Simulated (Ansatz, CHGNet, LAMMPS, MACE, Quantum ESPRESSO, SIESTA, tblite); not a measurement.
# Zn2+ BF4- in dimethoxyethane and tetrahydrofuran at 480 K (85 atoms): one structure in several programs

Wanted: errors and costs of other methods on Zn2+ BF4- in dimethoxyethane and tetrahydrofuran at 480 K (85 atoms). A plane-wave run serves as the reference.

Main program and level: Ansatz 0.2.0; Kohn-Sham DFT, PBE, PAW, plane waves.

### 1. Starting point

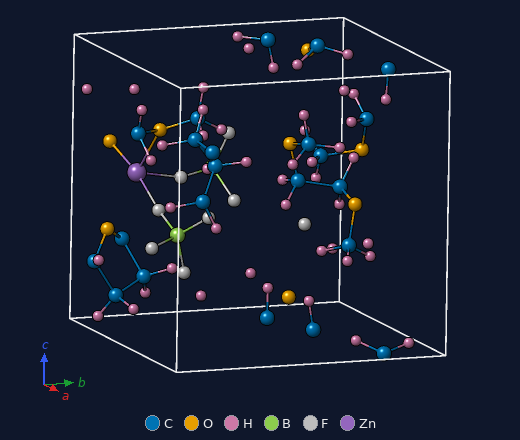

The starting structure, seen slightly off an axis (carbon blue, oxygen orange, hydrogen pink, boron green, fluorine light grey, zinc purple). Bonds to atoms that aren't drawn are left out. Some periodic images of atoms are drawn too.

The cell holds 85 atoms: 20 C, 8 O, 46 H, 2 B, 8 F and 1 Zn. Cell: a = 10.026 Å, b = 10.026 Å, c = 10.026 Å, α = 90.0°, β = 90.0°, γ = 90.0°. 3 dimethoxyethane, 2 tetrahydrofuran, 1 Zn2+, 2 BF4- placed at random, at 1.08 g/cm³; overlaps pushed apart, then 10 ps at 550 K with stiff harmonic cages for PF6 and BF4 with UFF radii; divalent ions of Li, Roberts, Chakravorty and Merz (J. Chem. Theory Comput. 9, 2733 (2013)); MMFF94 bonds, angles, torsions, charges and radii (Halgren, J. Comput. Chem. 17, 490 (1996)) in harmonic and 12-6 forms; charges of ions scaled by 0.8. Snapshot after 30 ps at 480 K and fixed volume.

### 2. Plane-wave reference

The PAW files are the set soft_2.

Contents of input.yaml:

```yaml
crystal:
  lattice:
    - [10.02554, 0.0, 0.0]
    - [0.0, 10.02554, 0.0]
    - [0.0, 0.0, 10.02554]
  atoms:
    - { symbol: C, position: [0.73336, 0.58449, 0.71775] }
    - { symbol: O, position: [0.59029, 0.57258, 0.69394] }
    - { symbol: C, position: [0.56928, 0.61204, 0.55735] }
    - { symbol: C, position: [0.6008, 0.75681, 0.53298] }
    [... 75 atom lines left out ...]
    - { symbol: B, position: [0.45404, 0.21356, 0.36653] }
    - { symbol: F, position: [0.42656, 0.25157, 0.2274] }
    - { symbol: F, position: [0.53514, 0.29627, 0.43844] }
    - { symbol: F, position: [0.52981, 0.08934, 0.34195] }
    - { symbol: F, position: [0.33312, 0.1907, 0.43341] }
    - { symbol: Zn, position: [0.17771, 0.16951, 0.53776] }
kpoints:
  mp_grid: { grid: [1, 1, 1] }
hamiltonian:
  xc: pbe
scf:
  occupations: { method: fermi_dirac, width: 0.05 }
output:
  forces: true
  eigenvalues: true
  populations: true
  stress: true
```

Launch:

```console
$ ansatz run input.yaml --threads 4 --pin off --max-ram 8192MiB --backend cpu --events-out ev --progress --plain --runs-dir out
```

The program printed:

```text
[...]
Pseudopotentials: kind: paw
Pseudopotential: C, paw, valence charge 4, recommended cutoff 420 eV (normal), C.paw.azcp
Pseudopotential: O, paw, valence charge 6, recommended cutoff 420 eV (normal), O.paw.azcp
Pseudopotential: H, paw, valence charge 1, recommended cutoff 420 eV (normal), H.paw.azcp
Pseudopotential: B, paw, valence charge 3, recommended cutoff 420 eV (normal), B.paw.azcp
Pseudopotential: F, paw, valence charge 7, recommended cutoff 420 eV (normal), F.paw.azcp
Pseudopotential: Zn, paw, valence charge 12, recommended cutoff 420 eV (normal), Zn.paw.azcp
[... 5 lines on functional and potentials left out ...]
Crystal: 85 atoms, lattice volume = 1007.682 Å³
Basis set: ecut = 420 eV, 19597 PW (Γ), exchange–correlation on 144×144×144 points (8 copies of the dense FFT grid, shifted against one another)
Bands: 209, of which v1, the nominal top of the filled ones, is band 124 counted from 1 (123 counted from 0)
Symmetry: 1 space group operations
Space group: P1 (ITA 1), of the structure as read, at distance tolerance 1.0e-4 Å
k-points: 1
[... 13 lines on functional and potentials left out ...]
Initial density: superposition of atomic densities (neutral atoms: chi_scale 0, normalization atom), corrected by the library's trained network
Initial wavefunctions: pseudopotential atomic-orbital guess
[...]
SCF iter   1: F=—  HF=-20389.539577 eV  |F-HF|=—  |Δ(HF+E_count)|=         —  Δρ=5.63e-3  dr2=4.80e-1  ethr=1.77e-3  ⟨swp⟩=6.0  Hψ=954  notcnv=0  defer=30
preconditioner: auto → Resta (q_TF=auto, 2.160 Å⁻¹)  ε∞=2.3  [insulator: Δε(μ)=4.558 eV  Ē_g=15.844 eV  σ=0.050 eV  W_gap=1.00  n_scr=170 (ndim 8)  ℏωp=18.0 eV  f_vac=0.347  D(μ)=0.00/eV (n_scr^D=0)  ε∞_Penn≈2.3]
[...]
SCF iter   9: F=—  HF=-20389.418615 eV  |F-HF|=—  |Δ(HF+E_count)|=   6.24e-7  Δρ=6.77e-6  dr2=4.32e-7  ethr=6.89e-10  ⟨swp⟩=2.0  Hψ=251  notcnv=0  defer=81
SCF iter  10: F=-20389.418615 eV  HF=-20389.418615 eV  |F-HF|=1.56e-8  |Δ(HF+E_count)|=   1.52e-7  Δρ=1.84e-6  dr2=4.59e-8  ethr=4.03e-11  ⟨swp⟩=15.0  Hψ=1476  notcnv=0
SCF 1 converged in 10 iterations: F = -20389.418615 eV  dr2 = 4.59e-8
[...]
SCF converged after 10 iterations
Free energy (F): -20389.418615 eV
Harris-Foulkes:  -20389.418615 eV  (|F-HF|=1.56e-8)
Internal energy: -20389.418615 eV  (E = F + TS)
E sigma→0 (E₀):  -20389.418615 eV
Fermi energy:    1.187094 eV
--- Per-component energies (eV) ---
[...]
Σ components = -20389.418615   (vs F -20389.418615, Δ=0.00e0)
--- Forces (eV/Å), atoms counted from 1 ---
  atom   1  C     -1.66374689    -0.44877336     0.68920214
  atom   2  O      1.06183203     0.71377824    -1.08286984
  atom   3  C     -0.28006291    -0.91647683     0.74466788
  atom   4  C      1.05957596    -1.51048225     1.77194954
[...]
atom  85  Zn     1.41137663    -1.60900246    -0.53852991
  max |Σ_I F_I| component: 8.05e-5 eV/Å
--- Stress (GPa, compression-positive) ---
        1.373664       0.224428       0.206717
        0.224430       2.526491      -1.665585
        0.206716      -1.665586       4.406850
  P = ⅓ Tr σ = 2.7690 GPa (27.690 kbar)
--- Band table (eV) ---
  k-point 0: bands = ["-26.2785", "-25.9281", "-24.7384", "-24.3270", [... 193 levels ...], "9.8894", "9.9583", "9.9990", "10.1070", "10.1191", "10.1597", "10.2231", "10.3413", "10.4033", "10.4429", "10.5407", "10.6409"]
--- Löwdin populations: 85 sites ---
  site symbol       q [e]
     0      C      4.2445
     1      O      6.3609
     2      C      4.0677
[...]
84     Zn     10.4406
  spilling = 0.011914 (of n_electrons = 248.000000)
```

Elapsed: 6.7 s, on 4 threads of Arm Neoverse V2, shared host; peak memory 1.1 GiB; 25 s of CPU time.

Read from the output:

```
free energy                                      : -20389.4186 eV
free energy per atom                             : -239.8755 eV/atom
SCF cycles                                       : 10
pressure                                         : 2.769 GPa
r.m.s. force component                           : 1.131 eV/Å
longest force                                    : 4.732 eV/Å
Fermi energy                                     : 1.187 eV
gap (highest filled to lowest empty level) : 4.057 eV
spilling of the projection                       : 0.01191
```

Neighbours are counted within 1.34 Å (H-C), 1.85 Å (C-C), 1.73 Å (C-O), 1.72 Å (F-B), 2.27 Å (F-Zn), 2.20 Å (O-Zn).

Length of the force by element and coordination:

| element | coordination | atoms | mean length of the force (eV/Å) | spread | least | most |
| --- | --- | --- | --- | --- | --- | --- |
| B | all | 2 | 3.13 | 1.15 | 1.99 | 4.28 |
| C | all | 20 | 2.57 | 1.10 | 0.722 | 4.73 |
| F | all | 8 | 1.10 | 0.534 | 0.352 | 1.99 |
| F | 1 | 6 | 1.15 | 0.605 | 0.352 | 1.99 |
| F | 2 | 2 | 0.957 | 0.121 | 0.836 | 1.08 |
| H | all | 46 | 1.11 | 0.640 | 0.167 | 3.22 |
| O | all | 8 | 2.34 | 1.17 | 1.02 | 4.31 |
| O | 2 | 5 | 2.16 | 1.01 | 1.45 | 4.16 |
| O | 3 | 3 | 2.65 | 1.35 | 1.02 | 4.31 |
| Zn | all | 1 | 2.21 | 0 | 2.21 | 2.21 |

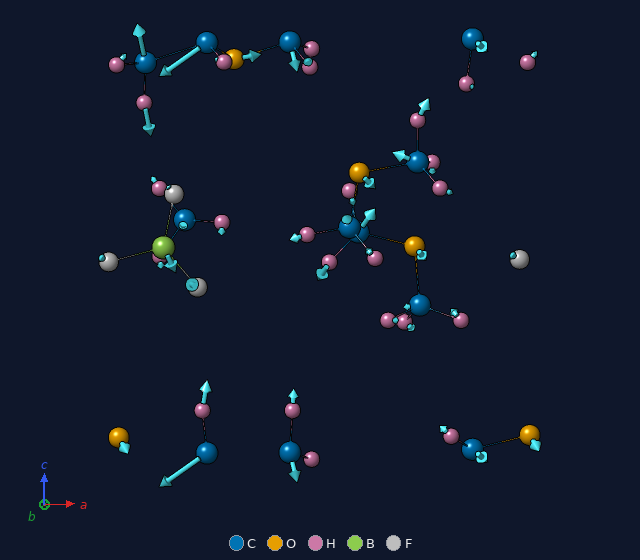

Forces as arrows; the longest in the cell is 4.73 eV/Å. Drawn is a slice 4 Å thick, seen along the normal of the ac plane. Bonds to atoms that aren't drawn are left out.

Löwdin charges by element and coordination (they lack the spilled electrons, 0.035 e an atom on average):

| element | coordination | atoms | mean charge (e) | spread | least | most |
| --- | --- | --- | --- | --- | --- | --- |
| B | all | 2 | 0.899 | 0.0039 | 0.895 | 0.902 |
| C | all | 20 | -0.157 | 0.0912 | -0.293 | -0.0468 |
| F | all | 8 | -0.389 | 0.0287 | -0.429 | -0.350 |
| F | 1 | 6 | -0.384 | 0.03 | -0.429 | -0.350 |
| F | 2 | 2 | -0.404 | 0.0179 | -0.421 | -0.386 |
| H | all | 46 | 0.191 | 0.0199 | 0.150 | 0.231 |
| O | all | 8 | -0.370 | 0.0267 | -0.423 | -0.332 |
| O | 2 | 5 | -0.354 | 0.0148 | -0.377 | -0.332 |
| O | 3 | 3 | -0.397 | 0.0191 | -0.423 | -0.377 |
| Zn | all | 1 | 1.56 | 0 | 1.56 | 1.56 |

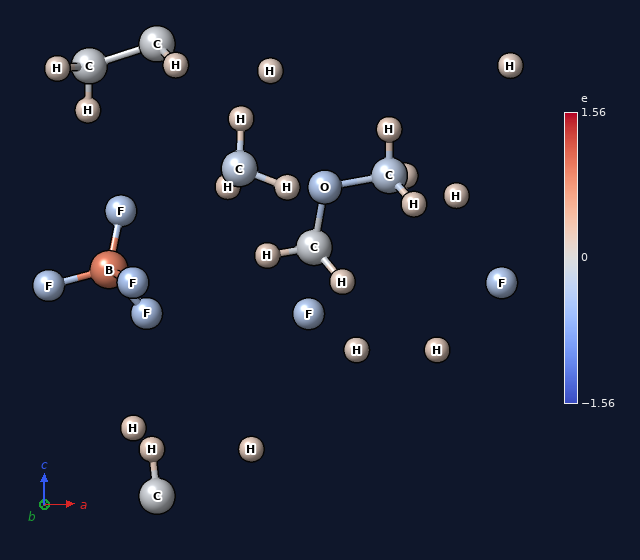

Atoms coloured by Löwdin charge. Drawn is a slice 4 Å thick, seen along the normal of the ac plane. Bonds to atoms that aren't drawn are left out.

The levels nearest the highest filled one (over half full), pooled over k-points and spins:

| level less the highest filled one (eV) | occupation |
| --- | --- |
| -1.58 | 2 |
| -0.962 | 2 |
| -0.865 | 2 |
| -0.826 | 2 |
| -0.662 | 2 |
| 0 | 2 |
| 4.06 | 0 |
| 4.35 | 0 |
| 4.76 | 0 |
| 4.89 | 0 |
| 5.12 | 0 |
| 5.17 | 0 |

### 3. Structure statistics

Density 1.08 g/cm³, 11.86 Å³ an atom.

g(r), total and by pair (bins of 0.2 Å):

| r (Å) | total | H-H | H-C | H-F | H-O | H-B | H-Zn |
| --- | --- | --- | --- | --- | --- | --- | --- |
| 1.00 | 2.23 | 0.00 | 8.80 | 0.00 | 0.00 | 0.00 | 0.00 |
| 1.20 | 2.00 | 0.00 | 7.85 | 0.00 | 0.00 | 0.00 | 0.00 |
| 1.40 | 1.46 | 0.00 | 0.00 | 0.00 | 0.00 | 0.00 | 0.00 |
| 1.60 | 0.40 | 0.41 | 0.00 | 0.00 | 0.00 | 0.00 | 0.00 |
| 1.80 | 1.06 | 3.29 | 0.00 | 0.00 | 0.00 | 0.00 | 0.00 |
| 2.00 | 0.99 | 0.38 | 0.93 | 0.00 | 5.79 | 0.00 | 0.00 |
| 2.20 | 1.53 | 0.86 | 2.35 | 0.00 | 4.03 | 0.00 | 0.00 |
| 2.40 | 1.21 | 1.33 | 0.98 | 0.18 | 0.91 | 0.00 | 0.00 |
| 2.60 | 0.77 | 1.18 | 1.03 | 0.64 | 0.32 | 0.00 | 0.00 |
| 2.80 | 0.68 | 0.77 | 0.50 | 1.10 | 1.28 | 0.00 | 1.09 |
| 3.00 | 0.84 | 1.01 | 0.44 | 1.44 | 0.85 | 1.43 | 1.97 |
| 3.20 | 0.87 | 0.79 | 1.27 | 0.52 | 1.15 | 0.41 | 2.44 |
| 3.40 | 0.82 | 0.91 | 0.68 | 0.94 | 0.58 | 0.72 | 2.23 |
| 3.60 | 0.95 | 1.09 | 0.98 | 0.85 | 0.42 | 1.99 | 0.68 |
| 3.80 | 1.06 | 1.05 | 1.03 | 0.60 | 1.27 | 1.21 | 2.45 |
| 4.00 | 1.06 | 1.07 | 1.18 | 1.02 | 0.80 | 1.36 | 2.23 |
| 4.20 | 0.87 | 1.05 | 0.64 | 0.68 | 0.81 | 0.24 | 1.00 |
| 4.40 | 1.06 | 0.92 | 1.06 | 1.53 | 0.90 | 0.45 | 0.00 |
| 4.60 | 1.04 | 0.95 | 1.05 | 1.59 | 0.93 | 1.21 | 0.00 |
| 4.80 | 1.08 | 1.12 | 0.84 | 1.08 | 1.32 | 1.70 | 0.78 |

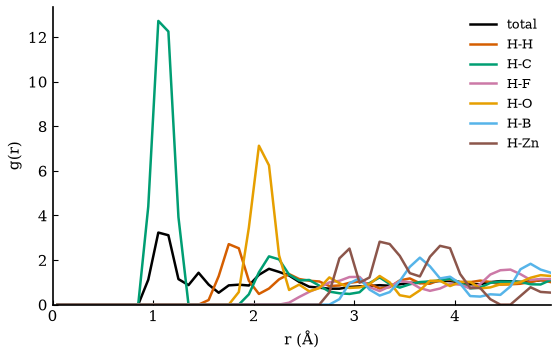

Pair distribution functions, lightly smoothed.

Bonds by pair of elements; cutoffs follow the first minimum of g(r), held within bounds set by covalent radii, and pairs that aren't listed don't count as bonded:

| pair A-B | cutoff (Å) | bonds | mean length (Å) | spread (Å) | shortest (Å) | B about A | A about B |
| --- | --- | --- | --- | --- | --- | --- | --- |
| H-C | 1.34 | 46 | 1.10 | 0.036 | 1.02 | 1 | 2.3 |
| C-C | 1.85 | 9 | 1.52 | 0.054 | 1.42 | 0.9 | 0.9 |
| C-O | 1.73 | 16 | 1.44 | 0.033 | 1.36 | 0.8 | 2 |
| F-B | 1.72 | 8 | 1.42 | 0.04 | 1.37 | 1 | 4 |
| F-Zn | 2.27 | 2 | 1.85 | 0.042 | 1.80 | 0.25 | 2 |
| O-Zn | 2.2 | 3 | 2.01 | 0.16 | 1.81 | 0.375 | 3 |

How many atoms have how many bonded neighbours:

| element | mean | 1 | 2 | 3 | 4 | 5 |
| --- | --- | --- | --- | --- | --- | --- |
| B | 4 | 0 | 0 | 0 | 2 | 0 |
| C | 4 | 0 | 0 | 0 | 20 | 0 |
| F | 1.25 | 6 | 2 | 0 | 0 | 0 |
| H | 1 | 46 | 0 | 0 | 0 | 0 |
| O | 2.38 | 0 | 5 | 3 | 0 | 0 |
| Zn | 5 | 0 | 0 | 0 | 0 | 1 |

Rings of the network by King's shortest-path rule, up to 12 atoms, one path for each pair of neighbours; H, halogens, alkali and alkaline-earth atoms are left out, and the last column divides by all other atoms, bonded or not:

| ring size (atoms) | rings | per network atom |
| --- | --- | --- |
| 5 | 3 | 0.097 |

### 4. The ladder

The programs:
- CHGNet: machine-learned potential, published weights.
- MACE: machine-learned potential, published weights.
- Quantum ESPRESSO 7.5: plane waves; labels (QE) give functional, pseudopotential set and cutoffs of waves/density.
- SIESTA 5.4.2: numerical atomic orbitals, whose automatically made sets are far from complete, with PseudoDojo norm-conserving potentials that we converted to its format (checked against plane waves on the same files for H, C, O, Si, Ge and Ca alone); labels give functional, basis size, energy shift and mesh cutoff.
- tblite 0.8.0: extended tight binding, driven from Python.

All use the same cell and atoms; the electronic-structure runs use the same k-mesh, and an electronic temperature of 580 K (0.05 eV) where levels are smeared.

Differences are against the plane-wave reference, forces as r.m.s. over components; share is that over the reference's r.m.s. force, slope the least-squares factor from reference forces to these. Total energies of different programs have different zeros and aren't compared.

| run | Δ force, r.m.s. (meV/Å) | share (%) | slope | Δ pressure (GPa) | Δ gap (eV) | cores | CPU time | memory (GiB) |
| --- | --- | --- | --- | --- | --- | --- | --- | --- |
| reference | - | - | - | - | - | 4 | 25 s | 1.1 |
| CHGNet 0.3.0 potential | 220 | 19.4 | 0.931 | -0.260 | - | 1 | 3.8 s | 1.5 |
| CHGNet r2SCAN potential | 306 | 27.1 | 0.843 | -1.67 | - | 1 | 3.5 s | 1.5 |
| MACE MP-0b3 medium potential | 170 | 15.0 | 0.966 | -0.0628 | - | 1 | 7.2 s | 1.1 |
| QE PBE+D3(BJ), sssp-1.3.0-efficiency, 60/480 Ry | 24.8 | 2.19 | 1.000 | -0.47 | -0.005 | 2 | 3.2 min | 2.5 |
| QE PBE, sssp-1.3.0-efficiency, 60/480 Ry | 23.2 | 2.05 | 1.001 | 0.0827 | -0.005 | 2 | 3.2 min | 2.5 |
| SIESTA PBE, DZ, shift 0.01 Ry, mesh 500 Ry (coarse) | 476 | 42.1 | 1.082 | 2.92 | 0.816 | 1 | 71 s | 0.79 |
| SIESTA PBE, DZP, shift 0.01 Ry, mesh 500 Ry | 342 | 30.3 | 1.081 | 1.52 | 0.501 | 2 | 2.8 min | 1.6 |
| SIESTA PBE, SZ, shift 0.01 Ry, mesh 500 Ry (coarse) | 2064 | 183 | 1.208 | 16.9 | -0.790 | 1 | 57 s | 0.7 |
| SIESTA PBE, SZP, shift 0.01 Ry, mesh 500 Ry (coarse) | 1120 | 99.0 | 1.118 | 6.39 | 0.351 | 2 | 2.2 min | 1.5 |
| tblite GFN1-xTB | 290 | 25.6 | 0.939 | -2.47 | - | 1 | 2.2 s | 0.16 |

Rows marked coarse were listed beforehand as settings not expected to be converged; some can still land near the reference.

Times of the machine-learned potentials are mostly Python's start and the loading of weights.

CPU time is summed over cores on a shared host, where runs went side by side, so it is rough. Symmetry, cutoffs, thresholds, outputs and thread counts weren't matched or tuned between programs; memory under MPI is the largest rank's times the ranks.

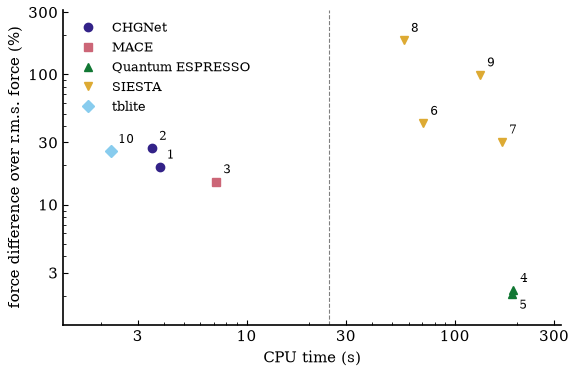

Force difference against CPU time; the dashed line marks the reference's time. Points: 1 CHGNet 0.3.0 potential; 2 CHGNet r2SCAN potential; 3 MACE MP-0b3 medium potential; 4 QE PBE+D3(BJ), sssp-1.3.0-efficiency, 60/480 Ry; 5 QE PBE, sssp-1.3.0-efficiency, 60/480 Ry; 6 SIESTA PBE, DZ, shift 0.01 Ry, mesh 500 Ry; 7 SIESTA PBE, DZP, shift 0.01 Ry, mesh 500 Ry; 8 SIESTA PBE, SZ, shift 0.01 Ry, mesh 500 Ry; 9 SIESTA PBE, SZP, shift 0.01 Ry, mesh 500 Ry; 10 tblite GFN1-xTB.

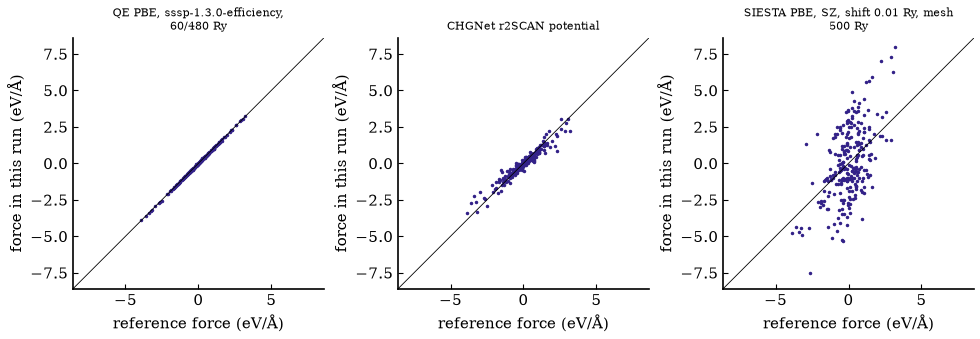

Force components against those of the reference; the line marks equality.

Mean charges by element (e), by run and scheme:

| run | scheme | C | O | H | B | F | Zn |
| --- | --- | --- | --- | --- | --- | --- | --- |
| reference | Löwdin | -0.16 | -0.37 | +0.19 | +0.90 | -0.39 | +1.56 |
| SIESTA PBE, DZP, shift 0.01 Ry, mesh 500 Ry | Hirshfeld | -0.01 | -0.09 | +0.03 | +0.10 | -0.17 | +0.86 |
| tblite GFN1-xTB | Mulliken | +0.13 | -0.44 | +0.04 | +0.75 | -0.37 | +0.82 |

The reference's Löwdin charges lack the electrons that the projection spills, 0.035 e an atom on average.

### 5. Outcome

```yaml
reference_r_m_s_force_component: 1.13 eV/Å
nearest_in_forces: QE PBE, sssp-1.3.0-efficiency, 60/480 Ry, 2.1 %
farthest_in_forces: SIESTA PBE, SZ, shift 0.01 Ry, mesh 500 Ry (coarse), 183 %
cheapest_electronic_structure_run_beside_the_reference: tblite GFN1-xTB, 2.2 s of CPU time
```

What this shows: PBE on plane waves or a grid with other potentials, cutoffs or grids, coarse settings apart, differs from the reference by 2.1 % (QE PBE, sssp-1.3.0-efficiency, 60/480 Ry) of the r.m.s. force; this holds the reference's own error, so differences of a few per cent don't tell which side is nearer the exact PBE result (QE's 60 Ry are 816 eV, against the reference's 420 eV). The PBE run in local orbitals, coarse settings apart, differs by 30 % (SIESTA PBE, DZP, shift 0.01 Ry, mesh 500 Ry); basis, grid and potentials can all enter. Tight binding differs by 26 % (tblite GFN1-xTB); it is another model, with fitted parameters of its own, and the xTB methods hold dispersion. Machine-learned potentials differ by 15 % (MACE MP-0b3 medium potential) to 27 % (CHGNet r2SCAN potential); they were trained on other programs' data, some at another functional. Rows with another functional or a dispersion term differ by 2.2 % (QE PBE+D3(BJ), sssp-1.3.0-efficiency, 60/480 Ry), which mixes the change of model with differences of basis and potentials. Runs with settings chosen to be coarse differ by 42 % (SIESTA PBE, DZ, shift 0.01 Ry, mesh 500 Ry) to 183 % (SIESTA PBE, SZ, shift 0.01 Ry, mesh 500 Ry), their programs' other errors included. One electronic-structure run takes under half the reference's CPU time: tblite GFN1-xTB, at 26 % in 2.2 s against 25 s; its pressure misses by -2.5 GPa. At the same functional, gaps differ from the reference's 4.06 eV by between -0.79 and +0.82 eV. A likely cause of the wide gaps: compact atomic orbitals describe empty levels worse than filled ones. In pressure, SIESTA PBE, SZ, shift 0.01 Ry, mesh 500 Ry misses by +16.9 GPa, at the same functional. Charges hang on model, scheme and program or settings: among these rows the mean for C runs from -0.16 to +0.13 e, even in sign. In the reference: filled and empty levels are parted by 4.06 eV (at Γ alone); a semilocal functional tends to put such gaps too low. In a disordered cell it changes from sample to sample and from frame to frame. In the reference: mean Löwdin charges: B +0.90, C -0.16, F -0.39, H +0.19, O -0.37, Zn +1.56 e (they miss 1.2 % of the electrons, so they add up to more than the cell's charge). Periodic xTB results under one method name differ between programs and library versions. With short bonds to hydrogen, sets of potentials differ among themselves by several per cent in forces even at converged cutoffs, so the reference isn't exact here either. The potentials hold different valence shells: 248 electrons in the reference, 256 in Quantum ESPRESSO with SSSP and 256 in SIESTA; this bears on time and differences. Machine-learned potentials mimic data converged in k, so the reference's own k-point error enters their differences. The network of contacts between molecules at the start is that of the classical potential that made the cell, and needn't be the one that DFT or experiment would give. The reference's stress is far from hydrostatic: its diagonal is 1.4, 2.5, 4.4 GPa, compression counted positive. The reference's PBE has no dispersion term, which matters for the binding between molecules or layers. The density was typed from a rule of thumb and may lie off the real one at this temperature. The electronic-structure runs sample only Γ, in a cell whose shortest periodic width is 10 Å.

[Also dropped from logs without a mark: logging warnings of Python, and SIESTA's first energy breakdown and zero terms.]

[Logs are printed without paths, hosts, clocks, repeated set-up lines and the standing remarks that a program may print on its own settings, such as how far it seeks lower states.]

[Hosts, paths, dates, database ids (printed as entryN), source tags and the programs' standing remarks are cut or masked in the printed files.]

[The MMFF94 radii named for the starting cell were scaled by 0.96; in molecules described by MMFF94, hydrogen bound to N, O or S took a small fixed 12-6 site in their place.]
